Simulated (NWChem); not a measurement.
**One shape, several levels: C3H3N (Z-propargylimine)**

Wanted: a comparison of 4 runs (B3LYP/6-31G*, B3LYP/def2-SVPD, M06-2X/def2-SVPD) of C3H3N (Z-propargylimine). 

The calculation is run with NWChem 7.3.0.

25 further runs of the same task are left out: 1 that didn't finish, 24 set aside as unsound or not needed. Runs told in other sessions of the task aren't counted.

## 1. The molecule

The species is C3H3N (7 atoms), meant as a singlet with charge 0. As SMILES, `[H]/N=C\C#C`. The C3–H6 distance was set to 2.402 Å, away from the relaxed value. At this shape a bond of the SMILES string is far longer than usual.

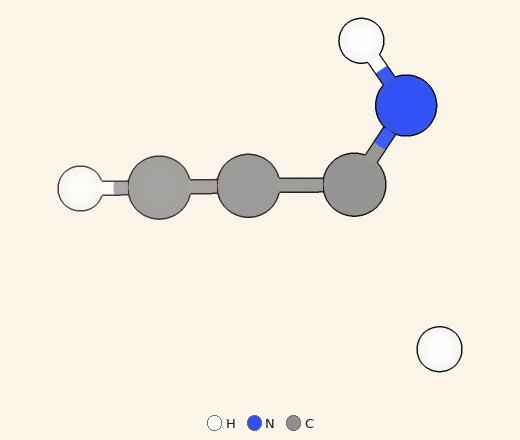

The structure, seen from a chosen angle (hydrogen white, nitrogen blue, carbon grey).

## 2. The energy at B3LYP/6-31G(d) (spherical functions) (run 1)

run.py

```python
from ase import Atoms
from ase.calculators.nwchem import NWChem

system = Atoms('HNCCCHH', positions=[
    [-0.588291, -2.716484, -0.551628],
    [-0.059401, -2.209734, 0.160032],
    [-0.110861, -0.960154, -0.054138],
    [-0.801921, -0.318574, -1.129438],
    [-1.379641, 0.230066, -2.029768],
    [1.046470, 0.497080, 1.464630],
    [-1.893971, 0.708676, -2.830188],
])

calc = NWChem(
    label='c3h3n',
    theory='dft',
    memory='2200 mb',
    basis='6-31G*',
    basispar='spherical bse',
    dft={'xc': 'b3lyp', 'mult': '1', 'grid': 'xfine', 'convergence': 'energy 1e-08', 'iterations': '100', 'mulliken': None},
    task='energy',
)
system.calc = calc

print(f"energy = {system.get_potential_energy():.6f} eV")
print("dipole (e A):", system.get_dipole_moment().round(4))
```

Started as:

```sh
export ASE_NWCHEM_COMMAND="nwchem PREFIX.nwi > PREFIX.nwo"
python run.py
```

Standard output:

```text
energy = -4642.257263 eV
dipole (e A): [-0.4127  0.0396 -0.6039]
```

The calculator wrote c3h3n.nwi:

```
title "c3h3n"

permanent_dir c3h3n

scratch_dir c3h3n

start c3h3n

geometry units angstrom nocenter noautosym noautoz
  H  -5.8829100000000001e-01 -2.7164839999999999e+00 -5.5162800000000001e-01
  N  -5.9401000000000002e-02 -2.2097340000000001e+00 1.6003200000000001e-01
  C  -1.1086100000000000e-01 -9.6015399999999995e-01 -5.4137999999999999e-02
  C  -8.0192099999999999e-01 -3.1857400000000002e-01 -1.1294379999999999e+00
  C  -1.3796409999999999e+00 2.3006599999999999e-01 -2.0297679999999998e+00
  H  1.0464700000000000e+00 4.9708000000000002e-01 1.4646300000000001e+00
  H  -1.8939710000000001e+00 7.0867599999999997e-01 -2.8301880000000001e+00
end

memory 2200 mb

basis spherical bse noprint
   * library 6-31G*
end

dft
  xc b3lyp
  mult 1
  grid xfine
  convergence energy 1e-08
  iterations 100
  mulliken
end

task dft energy
```

c3h3n.nwo:

```text
Northwest Computational Chemistry Package (NWChem) 7.3.0
             --------------------------------------------------------

           Job information
           ---------------

    nwchem branch   = 7.3.0
    use scalapack   = T
    input           = c3h3n.nwi
    prefix          = c3h3n.
    data base       = c3h3n/c3h3n.db
    status          = startup
    nproc           =        1

           Memory information
           ------------------

    heap     =     72089596 doubles =      550.0 Mbytes
    stack    =     72089601 doubles =      550.0 Mbytes
    global   =    144179200 doubles =     1100.0 Mbytes (distinct from heap & stack)
    total    =    288358397 doubles =     2200.0 Mbytes
    verify   = yes
    hardfail = no

           Directory information
           ---------------------

  0 permanent = c3h3n
  0 scratch   = c3h3n

                                NWChem Input Module
                                -------------------

                                       c3h3n
                                       -----

[... 87 lines left out ...]
  convergence criterion.
[... 17 lines left out ...]
          Convergence on energy requested:  1.00D-08
[... 1 line left out ...]
          Convergence on gradient requested:  5.00D-04
[... 24 lines left out ...]
          Convergence Information
[... 2 lines left out ...]
          total energy or number of iterations.
[... 27 lines left out ...]
 1-e energy   =    -399.724931
[... 29 lines left out ...]
   convergence    iter        energy       DeltaE   RMS-Dens  Diis-err    time
[... 16 lines left out ...]
      One electron energy =     -401.878872756343
[... 1 line left out ...]
    Exchange-Corr. energy =      -24.009169040974
[... 6 lines left out ...]
                       DFT Final Molecular Orbital Analysis
[... 457 lines left out ...]
    Atom       Charge   Shell Charges
 -----------   ------   -------------------------------------------------------
    1 H    1     0.75   0.46  0.28
    2 N    7     7.23   1.99  0.73  2.23  0.61  1.60  0.07
    3 C    6     5.96   1.99  0.54  1.68  0.46  1.18  0.12
    4 C    6     6.05   1.99  0.54  1.81  0.40  1.24  0.07
    5 C    6     6.13   1.99  0.56  1.80  0.46  1.27  0.05
    6 H    1     1.06   0.36  0.70
    7 H    1     0.82   0.46  0.36

 center of mass
 --------------
 x =  -1.06156205 y =  -1.60544708 z =  -1.36317802

 moments of inertia (a.u.)
 ------------------
         354.607840971633          79.108147759256        -107.838498887281
          79.108147759256         239.896527113977         135.302860222569
        -107.838498887281         135.302860222569         251.046712882361

     Multipole analysis of the density
     ---------------------------------

     L   x y z        total         alpha         beta         nuclear
     -   - - -        -----         -----         ----         -------
     0   0 0 0     -0.000000    -14.000000    -14.000000     28.000000

     1   1 0 0     -0.779968     14.355677     14.355677    -29.491323
[... 8 lines of this table left out ...]
     2   0 0 2    -14.749304    -84.205718    -84.205718    153.662132

 Task  times  cpu:       27.2s     wall:       27.2s
 Total times  cpu:       27.2s     wall:       27.2s
```

Run time: 29 s. Hardware: 1 thread of Intel Xeon Platinum 8259CL at 2.50GHz (Skylake/Cascade Lake), shared host; peak memory 0.13 GiB.

## 3. The energy at B3LYP/6-31G(d) (Cartesian functions) (run 2)

run.nw

```
start run
memory total 2200 mb
geometry units angstrom noautosym nocenter noautoz
  H       -0.588291      -2.716484      -0.551628
  N       -0.059401      -2.209734       0.160032
  C       -0.110861      -0.960154      -0.054138
  C       -0.801921      -0.318574      -1.129438
  C       -1.379641       0.230066      -2.029768
  H        1.046470       0.497080       1.464630
  H       -1.893971       0.708676      -2.830188
end
basis
  H library 6-31G*
  N library 6-31G*
  C library 6-31G*
end
dft
  xc b3lyp
  grid xfine
  convergence energy 1e-08
  iterations 100
  mulliken
  print medium
end
task dft
```

Started as:

```sh
nwchem run.nw > run.out
```

Standard output:

```text
[...]
          Wavefunction type:  closed shell.
          No. of atoms     :     7
          No. of electrons :    28
[...]
          Charge           :     0
          Spin multiplicity:     1
[...]
          AO basis - number of functions:    66
[...]
              XC Information
              --------------
                         B3LYP Method XC Potential
                     Hartree-Fock (Exact) Exchange  0.200
                        Slater Exchange Functional  0.800 local
                    Becke 1988 Exchange Functional  0.720 non-local
              Lee-Yang-Parr Correlation Functional  0.810
                  VWN I RPA Correlation Functional  0.190 local
[...]
 d= 0,ls=0.0,diis     1   -170.5071745033 -2.58D+02  2.33D-02  7.95D-01     3.6
[...]
 d= 0,ls=0.0,diis    12   -170.6039618460 -6.02D-09  6.99D-07  1.86D-09    31.7
         Total DFT energy =     -170.603961846028
      One electron energy =     -401.860057160303
           Coulomb energy =      167.667122456676
    Exchange-Corr. energy =      -23.977442764487
 Nuclear repulsion energy =       87.566415622085
[...]
      Total Density - Mulliken Population Analysis
     ---------------------------------------------
    Atom       Charge   Shell Charges
 -----------   ------   -------------------------------------------------------
    1 H    1     0.66   0.50  0.17
    2 N    7     7.49   1.99  0.82  2.39  0.94  1.34  0.01
    3 C    6     5.88   1.99  0.73  1.87  0.57  0.71  0.00
    4 C    6     5.70   1.99  0.71  2.04  0.47  0.49 -0.01
    5 C    6     6.43   1.99  0.71  1.99  0.71  1.02 -0.00
    6 H    1     1.07   0.33  0.74
    7 H    1     0.78   0.51  0.27
[...]
```

Run time: 32 s. Hardware: 1 thread of Intel Xeon Platinum 8259CL at 2.50GHz (Skylake/Cascade Lake), shared host; peak memory 0.13 GiB.

Run 3 isn't shown in full; the table further down has it.

## 4. A single-point energy at M06-2X/def2-SVPD (run 4)

sp.nw

```
START sp
memory 2200 mb
charge 0

GEOMETRY units angstroms noautosym nocenter noautoz
H     -0.588291    -2.716484    -0.551628
N     -0.059401    -2.209734     0.160032
C     -0.110861    -0.960154    -0.054138
C     -0.801921    -0.318574    -1.129438
C     -1.379641     0.230066    -2.029768
H      1.046470     0.497080     1.464630
H     -1.893971     0.708676    -2.830188
END

BASIS spherical bse
* library def2-SVPD
END

DFT
xc m06-2x
grid fine
convergence energy 1e-08
maxiter 100
mulliken
END

TASK dft energy
```

Started as:

```sh
nwchem sp.nw > sp.out
```

Standard output:

```text
[...]
          Wavefunction type:  closed shell.
          No. of atoms     :     7
          No. of electrons :    28
[...]
          Charge           :     0
          Spin multiplicity:     1
[...]
          AO basis - number of functions:   104
[...]
              XC Information
              --------------
                       M06-2X Method XC Functional
                     Hartree-Fock (Exact) Exchange  0.540
                        M06-2X Exchange Functional  1.000
                      M06-2X Correlation Potential  1.000
[...]
 d= 0,ls=0.0,diis     1   -170.3213443872 -2.58D+02  3.35D-02  5.21D-01     3.1
[...]
 d= 0,ls=0.0,diis    12   -170.3988365143 -4.72D-09  1.41D-06  9.82D-09    32.5
         Total DFT energy =     -170.398836514261
      One electron energy =     -401.329134068669
           Coulomb energy =      167.185691195658
    Exchange-Corr. energy =      -23.821809263335
 Nuclear repulsion energy =       87.566415622085
[...]
      Total Density - Mulliken Population Analysis
     ---------------------------------------------
    Atom       Charge   Shell Charges
 -----------   ------   -------------------------------------------------------
    1 H    1     0.89   0.72  0.14  0.04 -0.02
    2 N    7     7.07   1.99  1.05  0.47  0.12  2.33  1.09  0.03 -0.00
    3 C    6     6.25   1.99  0.95  0.36  0.31  1.89  0.68  0.05  0.03
    4 C    6     4.63   1.99  0.92  0.02 -0.20  2.06 -0.17  0.03 -0.02
    5 C    6     7.21   1.99  0.92  1.98  0.07  2.01  0.22  0.02 -0.01
    6 H    1     0.91   0.47  0.45  0.00 -0.01
    7 H    1     1.03   0.75  0.26  0.03 -0.00
[...]
```

Wall time 33 s (1 thread of Intel Xeon Platinum 8259CL at 2.50GHz (Skylake/Cascade Lake), shared host); peak memory 0.11 GiB.

## 5. Overview of the runs

```tsv
run	level	Cartesian functions	integration grid	energy (Eh)	dipole moment (D)	HOMO energy (eV)	LUMO energy (eV)	wall time
1	B3LYP/6-31G* (spherical functions)	no	xfine	-170.599809	3.52	-6.72	-3.42	29 s
2	B3LYP/6-31G* (Cartesian functions)	yes	xfine	-170.603962	3.52	-6.72	-3.43	32 s
3	B3LYP/def2-SVPD	no	fine	-170.495635	3.33	-7.02	-3.78	29 s
4	M06-2X/def2-SVPD	no	fine	-170.398837	3.21	-8.06	-2.78	33 s
```

## 6. Results

| quantity | value |
| --- | --- |
| run 4: total energy | -170.39884 Eh |
| run 4: dipole moment | 3.21 D |
| run 4: HOMO energy | -8.06 eV |
| run 4: LUMO energy | -2.78 eV |
| run 4: HOMO–LUMO gap | 5.27 eV |

**Reading.** The dipole moment (its size) runs from 3.21 D (M06-2X/def2-SVPD) to 3.52 D (B3LYP/6-31G*). The two ends differ in method and basis. The HOMO–LUMO gap runs from 3.24 eV (B3LYP/def2-SVPD) to 5.27 eV (M06-2X/def2-SVPD). Totals of different functionals can't be ranked against each other. In all runs a closed-shell determinant meets a far-stretched bond; if it breaks into open shells, such a determinant describes it badly, and no broken-symmetry solution was shown. All runs together took 2.1 min, the longest 33 s.
